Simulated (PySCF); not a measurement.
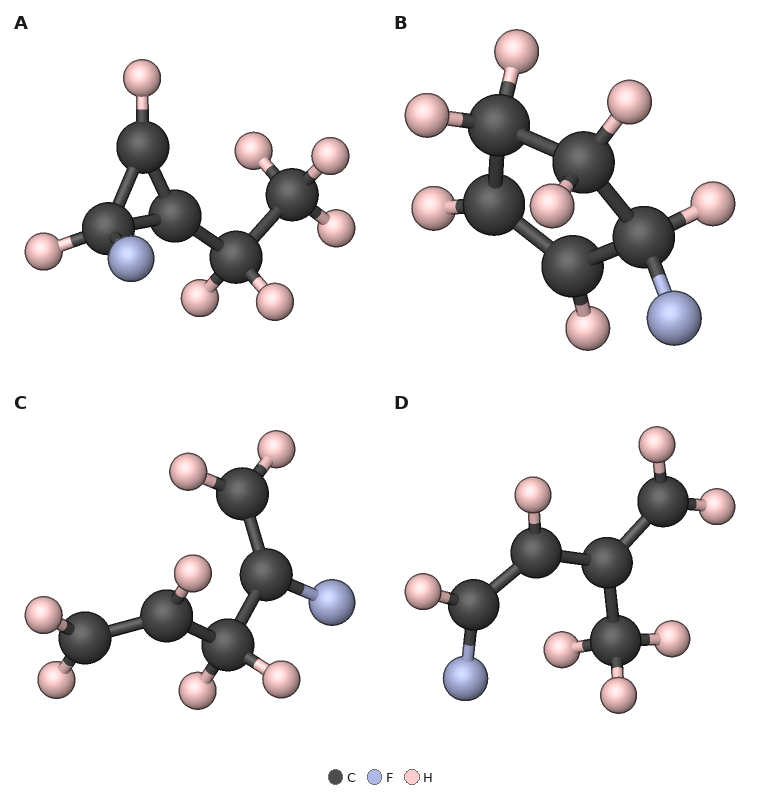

Figure made from data computed with PySCF.

```xyz
13
charge 0, multiplicity 1
C    -0.6865    1.4658    0.8023
C    -0.0730    0.4180    0.2231
C    -0.8352   -0.5732   -0.6084
C     1.3674    0.2456    0.4112
C     2.1686   -0.7143   -0.0621
F     1.7574   -1.7253   -0.8262
H    -0.1337    2.1888    1.4084
H    -1.7608    1.6285    0.6848
H    -0.7480   -1.5893   -0.1942
H    -0.4377   -0.6207   -1.6334
H    -1.8990   -0.3049   -0.6571
H     1.8751    0.9976    1.0218
H     3.2430   -0.7566    0.1363
```

### Which picture belongs to the input above?

D. The file holds C5H7F, `C=C(C)/C=C\F`.
